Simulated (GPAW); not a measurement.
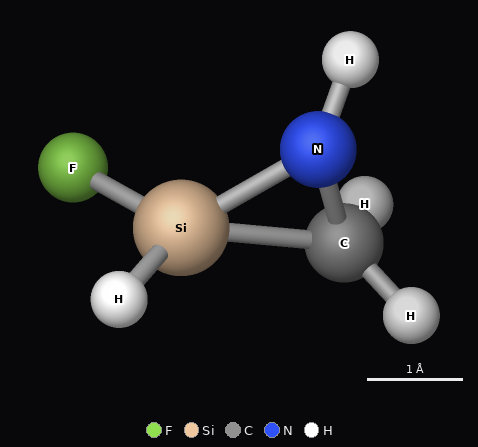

Figure 1. The structure (ball-and-stick view, seen at a tilt). Bond lengths as drawn: C–H 1.08 Å, C–N 1.50 Å, C–Si 1.86 Å, F–Si 1.62 Å, H–N 1.01 Å, H–Si 1.43 Å and N–Si 1.71 Å.

CH₄FNSi: property calculation

- system: CH₄FNSi
- method: PBE/real-space grid, scalar-relativistic datasets (GPAW 26.7.0)

The geometry comes from this level: GFN2-xTB.

**The input (sp.py)**
```python
import numpy as np
from ase.io import read
from ase.units import Debye
from gpaw import GPAW

# Set up the molecule
atoms = read("run.sdf")
atoms.center(vacuum=4.5)

# DFT calculator
calculator = GPAW(mode="fd", maxiter=100, h=0.2, xc="PBE", txt="-")
atoms.calc = calculator

energy = atoms.get_potential_energy()
print(f"Energy: {energy:.5f} eV")
forces = atoms.get_forces()
print("Forces (eV/Ang)")
for symbol, f in zip(atoms.symbols, forces):
    print(f'{symbol:2} {f[0]:9.4f} {f[1]:9.4f} {f[2]:9.4f}')
dipole = atoms.get_dipole_moment() / Debye
print(f"Dipole: {np.linalg.norm(dipole):.3f} D")
homo, lumo = calculator.get_homo_lumo()
print(f"HOMO                    {homo:.3f} eV")
print(f"LUMO                    {lumo:.3f} eV")
print(f"Gap = {lumo - homo:.3f} eV")
```

**File run.sdf**
```

     RDKit          3D

  8  8  0  0  0  0  0  0  0  0999 V2000
   -1.9286    1.0988   -0.2499 F   0  0  0  0  0  0  0  0  0  0  0  0
   -0.4434    0.6054   -0.6498 Si  0  0  1  0  0  4  0  0  0  0  0  0
    0.6479   -0.0195    0.7204 C   0  0  0  0  0  0  0  0  0  0  0  0
    0.1291   -0.9687   -0.3143 N   0  0  0  0  0  0  0  0  0  0  0  0
   -0.1032    1.1981   -1.9076 H   0  0  0  0  0  0  0  0  0  0  0  0
    1.7287    0.0505    0.7153 H   0  0  0  0  0  0  0  0  0  0  0  0
    0.2485   -0.1181    1.7236 H   0  0  0  0  0  0  0  0  0  0  0  0
   -0.2789   -1.8464   -0.0376 H   0  0  0  0  0  0  0  0  0  0  0  0
  2  1  1  0
  3  2  1  0
  4  3  1  0
  4  2  1  0
  2  5  1  6
  6  3  1  0
  7  3  1  0
  8  4  1  0
M  END
$$$$
```

Hardware: 1 thread of Arm Neoverse V1, 24 GiB of memory available, shared host.

Launch command:
```bash
python sp.py
```

**Log**
```
__  _  _
 | _ |_)|_||  |
 |__||  | ||/\| - 26.7.0

units:  Angstrom and eV
cores:  1
OpenMP: False

Versions:
  Python: 3.12.14
  ASE:    3.29.0
  Numpy:  2.5.5
  Scipy:  1.18.1
  Libxc:  7.0.0

        _gpaw.cpython-312-aarch64-linux-gnu.so

Input parameters:
  mode=FD(),
  h=0.2,
  maxiter=100,
  xc=XC(name='PBE')

Diagonalizing LCAO Hamiltonian
Converting LCAO to fd mode
        .------------------------------.
       /|                              |
      / |                              |
     /  |                              |
    /   |                              |
   /    |                              |
  /     |                              |
 *      |                              |
 |      |                              |
 |      |            H                 |
 |      |             C  H             |
 |      |       F                      |
 |      |          HNi                 |
 |      |            H                 |
 |      |                              |
 |      |                              |
 |      .------------------------------.
 |     /                              /
 |    /                              /
 |   /                              /
 |  /                              /
 | /                              /
 |/                              /
 *------------------------------*

Atoms  # Å, Bohr magnetons
|   | symbol |        x |        y |        z |    initial magnetic moments |
|---|--------|----------|----------|----------|-----------------------------|
| 0 |      F | 4.500000 | 7.445200 | 6.157700 | ( 0.0000,  0.0000,  0.0000) |
| 1 |     Si | 5.985200 | 6.951800 | 5.757800 | ( 0.0000,  0.0000,  0.0000) |
| 2 |      C | 7.076500 | 6.326900 | 7.128000 | ( 0.0000,  0.0000,  0.0000) |
| 3 |      N | 6.557700 | 5.377700 | 6.093300 | ( 0.0000,  0.0000,  0.0000) |
| 4 |      H | 6.325400 | 7.544500 | 4.500000 | ( 0.0000,  0.0000,  0.0000) |
| 5 |      H | 8.157300 | 6.396900 | 7.122900 | ( 0.0000,  0.0000,  0.0000) |
| 6 |      H | 6.677100 | 6.228300 | 8.131200 | ( 0.0000,  0.0000,  0.0000) |
| 7 |      H | 6.149700 | 4.500000 | 6.370000 | ( 0.0000,  0.0000,  0.0000) |

Unit cell  # Å
| periodic |         x |         y |         z |   lengths |    angles |
|----------|-----------|-----------|-----------|-----------|-----------|
|       no | 12.657300 |  0.000000 |  0.000000 | 12.657300 | 90.000000 |
|       no |  0.000000 | 12.044500 |  0.000000 | 12.044500 | 90.000000 |
|       no |  0.000000 |  0.000000 | 12.631200 | 12.631200 | 90.000000 |

Number of symmetries: 1
Symmetry operations  # r_c * U_cc + t_c -> r_c
|   | kind |            matrix            |
|---|------|------------------------------|
| 0 |  E   |  1, 0, 0,  0, 1, 0,  0, 0, 1 |

BZ-sampling:
  Number of BZ points: 1
  Number of IBZ points: 1

  Monkhorst-Pack size: [1, 1, 1]
  Monkhorst-Pack shift: [0, 0, 0]

K-points  # in reciprocal-cell coordinates
|   |                                coordinates |     weight |
|---|--------------------------------------------|------------|
| 0 | (  0.00000000,   0.00000000,   0.00000000) | 1.00000000 |

Uniform wave function grid shape: (np.int64(63), np.int64(59), np.int64(63))
Spin-components: 1 (collinear spins)
Bands:           19
Projectors:      32
Spin-degeneracy: 2
Datatype:        float64

  Storage: CPU
  Wave functions: 35_593_992 bytes (35_593_992 per core)

Parallelization:
  kpt:    1
  domain: 1
  band:   1

Density:
  Valence electrons: 24.0
  Components: 1
  Grid points: [64 60 64]
  Charge: 0.0  # |e|

Potential:
  Grid points: [64 60 64]

species:
  F:
    name:    Fluorine
    Z:       9.0
    valence: 7
    core:    2
    charge:  0.0  # [|e|]
    file:    F.PBE.gz
    compensation charges:
      type: gauss
      rc: 0.20  # [Å]
      lmax: 2
    cutoffs:
      filter: 1.14  # [Å]
      core: 0.74  # [Å]
    projectors
    | kind |    occ | energy [eV] | rcut [Å] |
    |------|--------|-------------|----------|
    |   2s |  2.000 |     -29.898 |    0.635 |
    |   2p |  5.000 |     -11.110 |    0.635 |
    |    s |        |      -2.687 |    0.635 |
    |    p |        |      16.102 |    0.635 |
    |    d |        |       0.000 |    0.635 |

    Using partial waves for F as LCAO basis

  Si:
    name:    Silicon
    Z:       14.0
    valence: 4
    core:    10
    charge:  0.0  # [|e|]
    file:    Si.PBE.gz
    compensation charges:
      type: gauss
      rc: 0.33  # [Å]
      lmax: 2
    cutoffs:
      filter: 1.86  # [Å]
      core: 2.06  # [Å]
    projectors
    | kind |    occ | energy [eV] | rcut [Å] |
    |------|--------|-------------|----------|
    |   3s |  2.000 |     -10.812 |    1.058 |
    |   3p |  2.000 |      -4.081 |    1.058 |
    |    s |        |      16.399 |    1.058 |
    |    p |        |      23.130 |    1.058 |
    |    d |        |       0.000 |    1.058 |

    Using partial waves for Si as LCAO basis

  C:
    name:    Carbon
    Z:       6.0
    valence: 4
    core:    2
    charge:  0.0  # [|e|]
    file:    C.PBE.gz
    compensation charges:
      type: gauss
      rc: 0.20  # [Å]
      lmax: 2
    cutoffs:
      filter: 1.14  # [Å]
      core: 1.14  # [Å]
    projectors
    | kind |    occ | energy [eV] | rcut [Å] |
    |------|--------|-------------|----------|
    |   2s |  2.000 |     -13.751 |    0.635 |
    |   2p |  2.000 |      -5.284 |    0.635 |
    |    s |        |      13.461 |    0.635 |
    |    p |        |      21.927 |    0.635 |
    |    d |        |       0.000 |    0.635 |

    Using partial waves for C as LCAO basis

  N:
    name:    Nitrogen
    Z:       7.0
    valence: 5
    core:    2
    charge:  0.0  # [|e|]
    file:    N.PBE.gz
    compensation charges:
      type: gauss
      rc: 0.18  # [Å]
      lmax: 2
    cutoffs:
      filter: 1.11  # [Å]
      core: 0.96  # [Å]
    projectors
    | kind |    occ | energy [eV] | rcut [Å] |
    |------|--------|-------------|----------|
    |   2s |  2.000 |     -18.583 |    0.603 |
    |   2p |  3.000 |      -7.089 |    0.529 |
    |    s |        |       8.629 |    0.603 |
    |    p |        |      20.123 |    0.529 |
    |    d |        |       0.000 |    0.577 |

    Using partial waves for N as LCAO basis

  H:
    name:    Hydrogen
    Z:       1.0
    valence: 1
    core:    0
    charge:  0.0  # [|e|]
    file:    H.PBE.gz
    compensation charges:
      type: gauss
      rc: 0.15  # [Å]
      lmax: 2
    cutoffs:
      filter: 0.85  # [Å]
      core: 0.53  # [Å]
    projectors
    | kind |    occ | energy [eV] | rcut [Å] |
    |------|--------|-------------|----------|
    |   1s |  1.000 |      -6.494 |    0.476 |
    |    s |        |      20.717 |    0.476 |
    |    p |        |       0.000 |    0.476 |

    Using partial waves for H as LCAO basis

Reference energy: -13159.735304  # eV

eigensolver:
  PPCG
  Converge bands: occupied
  niter=2

density mixing:
  MSR1-Mixer
  Pratt-step length: 0.05
  Maximum mixing coefficient: 0.75
  Old densities: 10
  SVD Regularization: 0.005
  Good broyden scale: 1.0
  Trust region scale: 1.0
  Backstep threshold: 4.0
  History deletion threshold: 6.0
  Fourier metric: weight=20.0, sigma=0.015

occupation numbers:
  # Zero width

FastPoissonSolver using
    Stencil: 6*3+1=19 point O(h^6) finite-difference Laplacian
    FFT axes: []
    FST axes: [np.int64(1), np.int64(0), np.int64(2)]

xc functional:
  name: PBE with 2 nearest neighbor stencil
interpolation: tri-quintic # 5. degree polynomial

Initialization done in: 2.022 s

convergence criteria:
- Maximum [total energy] change in last 3 cyles: 0.0005 eV / valence electron
- Maximum integral of absolute [dens]ity change: 0.0001 electrons / valence electron
- Maximum integral of absolute [eigenst]ate change: 4e-08 eV^2 / valence electron
maximum number of iterations: 100

SCF iterations
|iter     |     time |      energy | eigst |  dens |
|---------|----------|-------------|-------|-------|
|iter:   1| 00:00:03 |  -46.369036 | +1.14 |       |
|iter:   2| 00:00:05 |  -45.401605 | -0.05 | -0.65 |
|iter:   3| 00:00:06 |  -41.743400 | +0.37 | -0.69 |
|iter:   4| 00:00:08 |  -41.650877 | -0.15 | -1.26 |
|iter:   5| 00:00:10 |  -41.627318 | -1.11 | -1.56 |
|iter:   6| 00:00:11 |  -41.624997 | -1.74 | -2.06 |
|iter:   7| 00:00:13 |  -41.625414c| -2.62 | -2.51 |
|iter:   8| 00:00:14 |  -41.625478c| -3.44 | -2.87 |
|iter:   9| 00:00:16 |  -41.625486c| -4.45 | -3.54 |
|iter:  10| 00:00:18 |  -41.625487c| -5.09 | -3.98 |
|iter:  11| 00:00:19 |  -41.625487c| -5.80 | -4.55c|
|iter:  12| 00:00:21 |  -41.625487c| -6.38 | -4.94c|
|iter:  13| 00:00:23 |  -41.625487c| -7.03 | -5.46c|
|iter:  14| 00:00:25 |  -41.625487c| -7.56c| -5.71c|

Converged in 14 steps
SCF loop duration: 22.805 s (1.629 s/step)
Energy contributions relative to reference atoms: (reference = -13159.735304)

Energy contributions:
  Kinetic:          45.948943
  Coulomb:         -47.864203
  Zero:              0.981299
  External:          0.000000
  Xc:              -40.691527
  Entropy:           0.000000
  Spinorbit:         0.000000
  ----------------------------
  Free energy:     -41.625487
  Extrapolated:    -41.625487

dipole moment: (0.075727, -0.078401, 0.027287)  # |e|*Ang

Fermi level: -3.256
Eigenvalues  # (at kpt = [0.000, 0.000, 0.000])
| band index |      eig [eV] | occ [0-2] |
|------------|---------------|-----------|
|          0 |       -29.669 |     2.000 |
|        ... |               |           |
|          4 |       -12.355 |     2.000 |
|          5 |       -11.165 |     2.000 |
|          6 |       -10.519 |     2.000 |
|          7 |       -10.380 |     2.000 |
|          8 |        -9.985 |     2.000 |
|          9 |        -8.440 |     2.000 |
|         10 |        -7.127 |     2.000 |
|         11 |        -5.691 |     2.000 |
|         12 |        -0.821 |     0.000 |
|         13 |        -0.631 |     0.000 |
|         14 |        -0.291 |     0.000 |
|         15 |         0.163 |     0.000 |
|         16 |         0.621 |     0.000 |
|         17 |         0.667 |     0.000 |
|         18 |         1.262 |     0.000 |

Gap: 4.870 eV
Transition (v -> c):
  (s=0, k=0, n=11, [0.00, 0.00, 0.00]) -> (s=0, k=0, n=12, [0.00, 0.00, 0.00])
No difference between direct/indirect transitions
vacuum-level: 0.000  # V
Energy: -41.62549 eV

Forces  # eV/Ang
|        x |        y |        z |
|----------|----------|----------|
| -0.60858 |  0.31237 |  0.30224 |  # F    0
|  0.36508 | -0.86121 |  1.28001 |  # Si   1
|  0.02767 |  0.27352 | -0.42444 |  # C    2
| -0.40054 |  0.26358 | -0.42207 |  # N    3
|  0.20599 |  0.45015 | -0.84631 |  # H    4
|  0.43289 |  0.11764 |  0.09553 |  # H    5
| -0.30258 |  0.10770 |  0.38025 |  # H    6
| -0.13618 | -0.30780 |  0.08126 |  # H    7

Force computation time: 0.073  # s
Forces (eV/Ang)
F    -0.6086    0.3124    0.3022
Si    0.3651   -0.8612    1.2800
C     0.0277    0.2735   -0.4244
N    -0.4005    0.2636   -0.4221
H     0.2060    0.4501   -0.8463
H     0.4329    0.1176    0.0955
H    -0.3026    0.1077    0.3802
H    -0.1362   -0.3078    0.0813
Dipole: 0.540 D
HOMO                    -5.691 eV
LUMO                    -0.821 eV
Gap = 4.870 eV
```

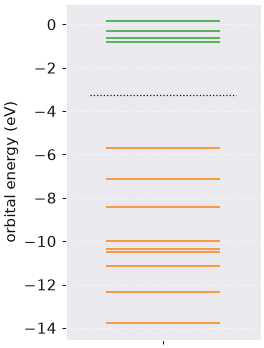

Figure 2. Orbital energies near the frontier; the dotted line parts filled from empty levels, and levels within 0.02 eV of each other stand side by side. Highest filled −5.69 eV, lowest empty −0.82 eV, 4.87 eV apart.

**Key numbers**

```csv
quantity,value
outcome,converged
energy relative to the program's reference atoms,−41.6255 eV
largest force,1.585 eV/Å
HOMO,−5.69 eV
LUMO,−0.82 eV
dipole moment,0.54 D
wall time,26 s
peak memory,0.72 GiB
```
